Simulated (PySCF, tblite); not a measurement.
# C₈H₁₁BS: infrared bands, NMR shifts and electronic excitations in gas and solvents, part 2 of 2

tblite 0.8.0 and PySCF 2.14.0. Atoms count from 0. Earlier steps stand in the parts before.

### Step 6. TDDFT and polarisability: wB97X-D/def2-SVPD

Job settings and geometry (Å):

```
{"job": {"kind": "uv", "xc": "wB97X-D", "basis": "def2-SVPD", "ip": true}, "charge": 0, "multiplicity": 1}
B     -1.031014     0.897201     1.161912
C     -2.517902     0.453077     0.966409
C     -2.642678     0.136058    -0.530745
C     -1.248632    -0.326682    -0.954812
C     -0.273786     0.583445    -0.178486
C      1.164199     0.192420    -0.173161
C      2.004075    -0.029909     0.891374
C      3.322797    -0.402919     0.504685
C      3.472834    -0.466111    -0.854415
S      2.011260    -0.069983    -1.664663
H     -0.550421     1.399738     2.150696
H     -2.555389    -0.492152     1.554239
H     -3.308890     1.089057     1.391916
H     -3.424155    -0.602912    -0.767142
H     -2.906054     1.057970    -1.078351
H     -1.096076    -0.297175    -2.045765
H     -1.079620    -1.371229    -0.639707
H     -0.366597     1.603540    -0.633690
H      1.678850     0.077719     1.926994
H      4.128267    -0.620378     1.207591
H      4.363573    -0.729958    -1.423019
```

With the program's defaults for keys left out, this is: TDDFT wB97X-D/def2-SVPD, vertical, gas phase, core orbitals frozen in the response.

What it wrote:

```text
coarse grid: 18224 points
cycle   1  E = -733.9027012440  dE =  1.903e+00  |g| = 3.334e-01  |ddm| = 8.569e+00
cycle   2  E = -733.9283075995  dE = -2.561e-02  |g| = 2.253e-01  |ddm| = 1.466e+00
cycle   3  E = -733.9401967024  dE = -1.189e-02  |g| = 6.129e-02  |ddm| = 6.214e-01
cycle   4  E = -733.9411937729  dE = -9.971e-04  |g| = 2.391e-02  |ddm| = 2.233e-01
cycle   5  E = -733.9413504265  dE = -1.567e-04  |g| = 5.572e-03  |ddm| = 8.086e-02
cycle   6  E = -733.9413597298  dE = -9.303e-06  |g| = 1.640e-03  |ddm| = 1.947e-02
final grid: 171712 points
cycle   7  E = -734.0345194946  dE = -1.387e-04  |g| = 5.780e-03  |ddm| = 2.946e-01
cycle   8  E = -734.0345228817  dE = -3.387e-06  |g| = 5.002e-03  |ddm| = 3.682e-02
cycle   9  E = -734.0345291338  dE = -6.252e-06  |g| = 8.057e-04  |ddm| = 1.286e-02
cycle  10  E = -734.0345292822  dE = -1.484e-07  |g| = 5.182e-04  |ddm| = 3.404e-03
cycle  11  E = -734.0345293575  dE = -7.526e-08  |g| = 8.931e-05  |ddm| = 1.720e-03
cycle  12  E = -734.0345293607  dE = -3.203e-09  |g| = 2.952e-05  |ddm| = 4.554e-04
cycle  13  E = -734.0345293611  dE = -4.527e-10  |g| = 1.153e-05  |ddm| = 1.451e-04
converged SCF energy = -734.0345293611

Static polarisability (au): isotropic 120.021, principal 87.091 122.794 150.177

Singlet excitations
state   eV       nm        f      main configurations
  1   5.4163    228.9   0.07208   H->L 0.82
  2   5.6283    220.3   0.09076   H->L+1 0.87
  3   5.8786    210.9   0.08109   H-1->L+1 0.65, H-1->L 0.18
  4   5.9362    208.9   0.00072   H-2->L 0.87
  5   6.2273    199.1   0.00344   H->L+3 0.58
  6   6.3764    194.4   0.01014   H-3->L 0.61, H-4->L 0.08
  7   6.3869    194.1   0.00604   H-1->L 0.24, H-1->L+3 0.17, H-3->L 0.16
  8   6.6496    186.5   0.01833   H-1->L+3 0.36, H-1->L 0.31
  9   6.6921    185.3   0.00814   H->L+2 0.43, H->L+5 0.24
 10   7.2083    172.0   0.00419   H-1->L+2 0.38, H-1->L+5 0.22

Triplet excitations (Tamm-Dancoff, eV): 3.7097 4.6602 5.2869 5.5083
Vertical ionisation energy (delta-SCF) = 8.3269 eV
```

It took 4.5 min on 1 thread of Arm Neoverse V2, shared host; peak memory 1.5 GiB.

Frontier orbitals and where they lie:

| orbital | eV | atoms |
| --- | --- | --- |
| HOMO−3 | -10.79 | B0 24 %, C1 20 %, C2 13 % |
| HOMO−2 | -10.25 | C4 24 %, B0 23 %, C1 13 % |
| HOMO−1 | -8.90 | S9 44 %, C6 19 %, C7 17 % |
| HOMO | -8.32 | C8 26 %, C5 25 %, C7 15 % |
| LUMO | 0.96 | B0 42 %, C1 12 %, C4 11 % |
| LUMO+1 | 1.35 | S9 20 %, C8 18 %, C5 16 % |
| LUMO+2 | 1.96 | B0 41 %, S9 10 %, H12 4 % |

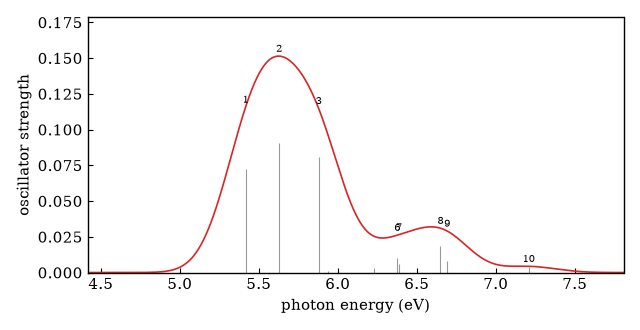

Absorption spectrum from the 10 singlet states computed; above the last one it falls off for lack of states. Lines are broadened to a width of 0.40 eV (Gaussian).

Ground-state properties from the same run:

| property | computed |
| --- | --- |
| dipole moment (D) | 0.86 |
| polarisability (Å³) | 17.79 |
| HOMO–LUMO gap (eV) | 9.28 |
| −ε(HOMO) (eV) | 8.32 |

### Step 7. Nuclear shieldings: KT2/pcSseg-1

The job, as its differences from that of step 6:

```diff
@@ -1,2 +1,2 @@
-{"job": {"kind": "uv", "xc": "wB97X-D", "basis": "def2-SVPD", "ip": true}, "charge": 0, "multiplicity": 1}
+{"job": {"kind": "nmr", "xc": "KT2", "basis": "pcSseg-1", "pop": false}, "charge": 0, "multiplicity": 1}
 B     -1.031014     0.897201     1.161912
```

With the program's defaults for keys left out, this is: GIAO KT2/pcSseg-1 NMR shielding, non-relativistic, gas phase.

What it wrote:

```text
coarse grid: 18224 points
cycle   1  E = -743.5385042090  dE =  1.214e+00  |g| = 6.136e-01  |ddm| = 4.497e+00
cycle   2  E = -743.3564955612  dE =  1.820e-01  |g| = 1.007e+00  |ddm| = 1.783e+00
cycle   3  E = -743.6365053417  dE = -2.800e-01  |g| = 1.910e-01  |ddm| = 1.375e+00
cycle   4  E = -743.6462103601  dE = -9.705e-03  |g| = 7.716e-02  |ddm| = 3.505e-01
cycle   5  E = -743.6478828074  dE = -1.672e-03  |g| = 1.830e-02  |ddm| = 1.031e-01
cycle   6  E = -743.6479458970  dE = -6.309e-05  |g| = 9.722e-03  |ddm| = 3.092e-02
cycle   7  E = -743.6479669207  dE = -2.102e-05  |g| = 4.802e-03  |ddm| = 1.541e-02
cycle   8  E = -743.6479734013  dE = -6.481e-06  |g| = 6.210e-04  |ddm| = 5.565e-03
final grid: 171712 points
cycle   9  E = -743.6746980127  dE = -2.791e-04  |g| = 2.248e-02  |ddm| = 9.219e-02
cycle  10  E = -743.6743444007  dE =  3.536e-04  |g| = 4.068e-02  |ddm| = 6.849e-02
cycle  11  E = -743.6748020972  dE = -4.577e-04  |g| = 7.185e-03  |ddm| = 5.745e-02
cycle  12  E = -743.6748171016  dE = -1.500e-05  |g| = 2.524e-03  |ddm| = 1.139e-02
cycle  13  E = -743.6748187188  dE = -1.617e-06  |g| = 6.232e-04  |ddm| = 2.957e-03
cycle  14  E = -743.6748188176  dE = -9.881e-08  |g| = 2.452e-04  |ddm| = 9.915e-04
cycle  15  E = -743.6748188328  dE = -1.522e-08  |g| = 8.796e-05  |ddm| = 3.329e-04
cycle  16  E = -743.6748188347  dE = -1.900e-09  |g| = 2.163e-05  |ddm| = 1.030e-04
cycle  17  E = -743.6748188348  dE = -1.078e-10  |g| = 5.993e-06  |ddm| = 3.060e-05
converged SCF energy = -743.6748188348

GIAO shielding tensors (ppm)
atom      isotropic    diamagn.    paramagn.     s11        s22        s33       span
  0 B       18.028     191.817    -173.790    -45.742    -10.629    110.453    156.195
  1 C      147.328     258.350    -111.022    130.955    145.756    165.272     34.317
  2 C      153.390     249.648     -96.258    129.394    159.915    170.859     41.465
  3 C      142.914     249.479    -106.566    112.491    149.722    166.529     54.038
  4 C      129.738     250.807    -121.068    104.341    134.806    150.069     45.728
  5 C       41.494     258.831    -217.337    -23.636     29.942    118.174    141.810
  6 C       63.379     249.705    -186.327     -5.381     56.686    138.830    144.211
  7 C       62.679     254.097    -191.418     -9.765     52.424    145.377    155.142
  8 C       62.422     265.248    -202.826    -20.075     68.423    138.919    158.995
  9 S      295.415    1060.293    -764.878    157.901    302.159    426.183    268.282
 10 H       23.172      30.482      -7.310     18.685     24.219     26.611      7.926
 11 H       30.378      30.818      -0.440     25.849     28.296     36.989     11.140
 12 H       28.903      28.794       0.108     24.496     27.454     34.757     10.261
 13 H       28.969      28.544       0.426     24.032     27.298     35.578     11.546
 14 H       29.663      29.844      -0.181     24.778     28.340     35.871     11.093
 15 H       28.684      31.082      -2.398     23.003     29.463     33.587     10.584
 16 H       29.683      32.465      -2.782     25.441     30.492     33.118      7.677
 17 H       28.717      30.653      -1.935     23.642     30.083     32.427      8.786
 18 H       24.150      32.978      -8.828     20.527     24.507     27.417      6.890
 19 H       24.406      29.264      -4.857     21.350     24.248     27.621      6.271
 20 H       24.323      30.072      -5.749     21.337     24.200     27.430      6.092
```

Wall time 59 s (1 thread of Arm Neoverse V2, shared host); peak memory 0.92 GiB.

In short: δ C5 141.7, C8 120.8, C7 120.5, C6 119.8, H10 8.01, H18 7.03 ppm.

### Step 8. NMR shieldings: PBE0/pcSseg-1 in chloroform

The job, as its differences from that of step 7:

```diff
@@ -1,2 +1,2 @@
-{"job": {"kind": "nmr", "xc": "KT2", "basis": "pcSseg-1", "pop": false}, "charge": 0, "multiplicity": 1}
+{"job": {"kind": "nmr", "xc": "PBE0", "basis": "pcSseg-1", "solvent": "chloroform", "pop": true}, "charge": 0, "multiplicity": 1}
 B     -1.031014     0.897201     1.161912
```

With the program's defaults for keys left out, this is: GIAO PBE0/pcSseg-1 NMR shielding, non-relativistic, IEF-PCM chloroform.

What it wrote:

```text
coarse grid: 18224 points
cycle   1  E = -733.7719850442  dE =  1.516e+00  |g| = 4.504e-01  |ddm| = 4.418e+00
cycle   2  E = -733.7535026652  dE =  1.848e-02  |g| = 5.306e-01  |ddm| = 9.852e-01
cycle   3  E = -733.8279098841  dE = -7.441e-02  |g| = 6.445e-02  |ddm| = 5.769e-01
cycle   4  E = -733.8287356992  dE = -8.258e-04  |g| = 3.616e-02  |ddm| = 1.086e-01
cycle   5  E = -733.8290646743  dE = -3.290e-04  |g| = 8.721e-03  |ddm| = 4.143e-02
cycle   6  E = -733.8290822565  dE = -1.758e-05  |g| = 2.387e-03  |ddm| = 1.050e-02
cycle   7  E = -733.8290833738  dE = -1.117e-06  |g| = 8.356e-04  |ddm| = 2.731e-03
final grid: 171712 points
cycle   8  E = -733.8910010149  dE = -4.325e-05  |g| = 1.023e-02  |ddm| = 4.555e-02
cycle   9  E = -733.8909820182  dE =  1.900e-05  |g| = 1.331e-02  |ddm| = 2.346e-02
cycle  10  E = -733.8910287839  dE = -4.677e-05  |g| = 7.705e-04  |ddm| = 1.413e-02
cycle  11  E = -733.8910289166  dE = -1.328e-07  |g| = 3.856e-04  |ddm| = 1.253e-03
cycle  12  E = -733.8910289546  dE = -3.802e-08  |g| = 7.369e-05  |ddm| = 4.147e-04
cycle  13  E = -733.8910289556  dE = -9.341e-10  |g| = 4.030e-05  |ddm| = 1.105e-04
cycle  14  E = -733.8910289559  dE = -3.834e-10  |g| = 9.386e-06  |ddm| = 4.400e-05
converged SCF energy = -733.8910289559

GIAO shielding tensors (ppm)
atom      isotropic    diamagn.    paramagn.     s11        s22        s33       span
  0 B       13.285     190.037    -176.752    -54.467    -16.072    110.393    164.860
  1 C      149.995     257.355    -107.359    133.052    149.015    167.919     34.867
  2 C      156.105     247.960     -91.855    132.440    162.280    173.595     41.155
  3 C      145.309     248.046    -102.737    114.209    152.229    169.489     55.280
  4 C      133.835     248.790    -114.955    107.656    139.573    154.278     46.622
  5 C       29.016     258.415    -229.399    -47.913     14.235    120.727    168.640
  6 C       54.586     249.457    -194.871    -23.494     46.062    141.191    164.685
  7 C       53.105     254.986    -201.881    -30.181     41.103    148.393    178.574
  8 C       51.828     265.459    -213.631    -41.490     55.437    141.538    183.028
  9 S      271.988    1057.580    -785.592    126.681    288.461    400.822    274.141
 10 H       23.267      30.213      -6.946     18.607     24.411     26.785      8.178
 11 H       30.407      30.409      -0.002     25.681     28.301     37.241     11.560
 12 H       29.110      28.789       0.320     24.446     27.522     35.362     10.916
 13 H       29.160      28.659       0.501     24.065     27.264     36.152     12.087
 14 H       29.695      29.653       0.042     24.720     28.266     36.099     11.378
 15 H       28.826      30.848      -2.022     22.917     29.508     34.052     11.135
 16 H       29.768      31.927      -2.159     25.302     30.542     33.459      8.157
 17 H       28.949      30.257      -1.308     23.703     30.134     33.010      9.308
 18 H       23.995      32.336      -8.340     20.219     24.182     27.585      7.366
 19 H       24.154      29.095      -4.940     21.021     24.195     27.247      6.227
 20 H       23.987      29.975      -5.987     20.971     24.043     26.948      5.977
```

Run time: 44 s. Hardware: 1 thread of Arm Neoverse V2, shared host; peak memory 1.2 GiB.

Key values: δ C5 156.1, C8 133.3, C7 132.1, C6 130.6, H10 7.98, H20 7.26 ppm.

### Step 9. Nuclear shieldings: PBE0/pcSseg-1 in cyclohexane

The job, as its differences from that of step 8:

```diff
@@ -1,2 +1,2 @@
-{"job": {"kind": "nmr", "xc": "PBE0", "basis": "pcSseg-1", "solvent": "chloroform", "pop": true}, "charge": 0, "multiplicity": 1}
+{"job": {"kind": "nmr", "xc": "PBE0", "basis": "pcSseg-1", "solvent": "cyclohexane", "pop": false}, "charge": 0, "multiplicity": 1}
 B     -1.031014     0.897201     1.161912
```

Level: GIAO PBE0/pcSseg-1 NMR shielding, non-relativistic, IEF-PCM cyclohexane.

What it wrote:

```text
coarse grid: 18224 points
cycle   1  E = -733.7693526308  dE =  1.518e+00  |g| = 4.537e-01  |ddm| = 4.419e+00
cycle   2  E = -733.7472312702  dE =  2.212e-02  |g| = 5.451e-01  |ddm| = 1.019e+00
cycle   3  E = -733.8256627487  dE = -7.843e-02  |g| = 7.387e-02  |ddm| = 6.204e-01
cycle   4  E = -733.8268148136  dE = -1.152e-03  |g| = 4.038e-02  |ddm| = 1.312e-01
cycle   5  E = -733.8272351655  dE = -4.204e-04  |g| = 8.957e-03  |ddm| = 4.700e-02
cycle   6  E = -733.8272537963  dE = -1.863e-05  |g| = 2.392e-03  |ddm| = 1.129e-02
cycle   7  E = -733.8272549514  dE = -1.155e-06  |g| = 6.467e-04  |ddm| = 2.637e-03
final grid: 171712 points
cycle   8  E = -733.8891827034  dE = -4.289e-05  |g| = 1.023e-02  |ddm| = 4.547e-02
cycle   9  E = -733.8891608012  dE =  2.190e-05  |g| = 1.365e-02  |ddm| = 2.439e-02
cycle  10  E = -733.8892103929  dE = -4.959e-05  |g| = 1.027e-03  |ddm| = 1.541e-02
cycle  11  E = -733.8892106643  dE = -2.714e-07  |g| = 4.002e-04  |ddm| = 1.629e-03
cycle  12  E = -733.8892107048  dE = -4.054e-08  |g| = 7.048e-05  |ddm| = 4.208e-04
cycle  13  E = -733.8892107058  dE = -9.529e-10  |g| = 3.392e-05  |ddm| = 1.030e-04
cycle  14  E = -733.8892107060  dE = -2.608e-10  |g| = 6.290e-06  |ddm| = 3.439e-05
converged SCF energy = -733.8892107060

GIAO shielding tensors (ppm)
atom      isotropic    diamagn.    paramagn.     s11        s22        s33       span
  0 B       13.022     190.038    -177.016    -54.456    -16.930    110.452    164.908
  1 C      149.854     257.324    -107.470    133.020    148.808    167.734     34.714
  2 C      155.940     247.958     -92.018    132.378    162.059    173.383     41.005
  3 C      145.281     247.988    -102.707    114.456    152.153    169.234     54.779
  4 C      133.529     248.826    -115.297    107.344    139.247    153.995     46.652
  5 C       29.656     258.299    -228.643    -47.501     15.387    121.083    168.584
  6 C       54.682     249.530    -194.848    -23.458     46.490    141.013    164.471
  7 C       53.396     254.912    -201.516    -29.739     41.795    148.131    177.870
  8 C       51.937     265.442    -213.505    -41.630     56.053    141.388    183.017
  9 S      270.126    1057.614    -787.487    124.270    285.345    400.764    276.494
 10 H       23.237      30.170      -6.933     18.582     24.372     26.757      8.175
 11 H       30.467      30.480      -0.013     25.754     28.369     37.278     11.524
 12 H       29.119      28.843       0.276     24.467     27.539     35.351     10.884
 13 H       29.163      28.686       0.477     24.079     27.271     36.138     12.059
 14 H       29.732      29.709       0.023     24.762     28.311     36.123     11.361
 15 H       28.839      30.889      -2.051     22.932     29.525     34.059     11.126
 16 H       29.769      31.933      -2.164     25.304     30.543     33.460      8.156
 17 H       29.021      30.370      -1.349     23.779     30.243     33.040      9.261
 18 H       24.063      32.409      -8.346     20.312     24.232     27.644      7.333
 19 H       24.237      29.084      -4.847     21.120     24.281     27.311      6.191
 20 H       24.083      29.993      -5.911     21.115     24.142     26.991      5.876
```

Wall time 42 s (1 thread of Arm Neoverse V2, shared host); peak memory 1.2 GiB.

Key values: δ C5 155.2, C8 132.9, C7 131.4, C6 130.1, H10 8.02, H18 7.19 ppm.

### Step 10. Side by side: NMR shifts

Shifts (ppm) of some atoms, chosen among heavy atoms and hydrogens apart, with basis size and wall time:

| run | C5 | C8 | C7 | C6 | H20 | H19 | B0 | functions | time |
| --- | --- | --- | --- | --- | --- | --- | --- | --- | --- |
| PBE0/pcSseg-1 | 153.9 | 132.4 | 130.7 | 129.7 | 7.08 | 6.94 | 88.0 | 232 | 42 s |
| KT2/pcSseg-1 | 141.7 | 120.8 | 120.5 | 119.8 | 6.86 | 6.77 | 81.9 | 232 | 59 s |
| PBE0/pcSseg-1 in chloroform | 156.1 | 133.3 | 132.1 | 130.6 | 7.26 | 7.09 | 87.9 | 232 | 44 s |
| PBE0/pcSseg-1 in cyclohexane | 155.2 | 132.9 | 131.4 | 130.1 | 7.17 | 7.02 | 88.0 | 232 | 42 s |

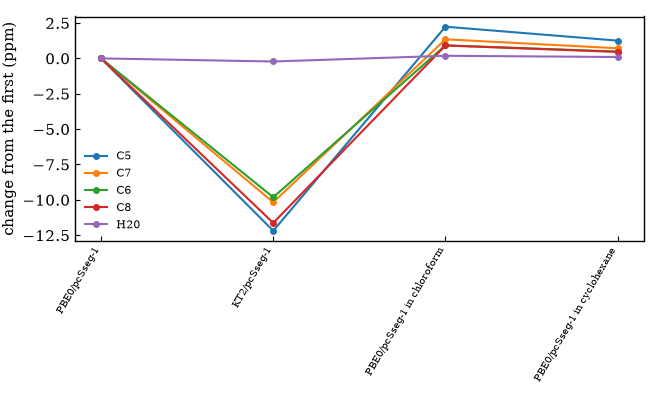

How five of the tabulated atoms move from run to run.

The continuum's effect on the ground state:

| solvent | ε | polarisation energy (Eh) | μ (D) |
| --- | --- | --- | --- |
| cyclohexane | 2.02 | -0.0022 | 0.92 |
| chloroform | 4.71 | -0.0042 | 0.99 |

### Step 11. Outcome

The summary covers parts 1 to 2.

| quantity | value |
| --- | --- |
| strongest single infrared mode (GFN2-xTB) | 2683 cm⁻¹, 116 km/mol |
| zero-point energy (GFN2-xTB) | 105.2 kcal/mol |
| point group | C1 |
| rotational constants (main isotopes) | 2.98, 0.69, 0.58 GHz |
| 13C shifts against TMS (PBE0/pcSseg-1) | 153.9, 132.4, 130.7, 129.7, 51.2, 39.2, 34.7, 28.7 ppm |
| 1H shifts against TMS (PBE0/pcSseg-1) | 8.06, 7.13, 7.08, 6.94, 2.41, 2.17, 2.13, 2.09, 1.50, 1.48, 0.73 ppm |
| 11B shifts against BF3·OEt2 (PBE0/pcSseg-1) | 88.0 ppm |
| 33S shifts against CS2 (PBE0/pcSseg-1) | 228 ppm |
| lowest singlet (wB97X-D/def2-SVPD) | 5.42 eV (229 nm), f = 0.072 |
| brightest single state of those computed | state 2, 5.63 eV, f = 0.091 |
| lowest triplet | 3.71 eV |
| vertical ionisation energy (ΔSCF) | 8.33 eV |
| range of the shift of C5 (PBE0/pcSseg-1 runs) | 153.9 to 156.1 ppm |

**Reading.** The optimisation took 85 steps and gained 0.560 eV; among the close pairs (by a distance rule), C5–S9 changed most, from 1.678 to 1.736 Å (GFN2-xTB). No mode is imaginary among the 57: a minimum at this level. The strongest single mode, at 2683 cm⁻¹, moves mainly H10. GFN2-xTB is a fitted tight-binding method: band positions and strengths are rough. Its intensities can rank the bands wrongly. Relaxing lowered the energy by 0.288 eV in 20 steps; the close pair that moved most is C2–C3, from 1.576 to 1.529 Å (PBE0/def2-SVP). At PBE0/pcSseg-1: The largest span, 279 ppm, is at S9, where the paramagnetic term is -790 ppm. NICS(1)zz of -25 ppm above the planar ring from C5 marks a diatropic (aromatic) ring current. The lowest singlet, at 5.42 eV, is HOMO→LUMO 0.82 and is bright; of the 10 states computed, the strongest absorption comes from state 2 at 5.63 eV. The lowest triplet lies 1.71 eV below the lowest singlet (triplets in Tamm-Dancoff, singlets in full TDDFT). ΔSCF puts the ionisation energy at 8.33 eV, 0.01 eV above −ε(HOMO). At one level, PBE0/pcSseg-1: Across the 3 runs the shift of C5 moves most, between 153.9 (PBE0/pcSseg-1) and 156.1 ppm (PBE0/pcSseg-1 in chloroform). Part of that comes from the computed reference. The continuum holds electrostatics alone: no hydrogen bonds to the solvent, and the gas-phase geometry is kept.
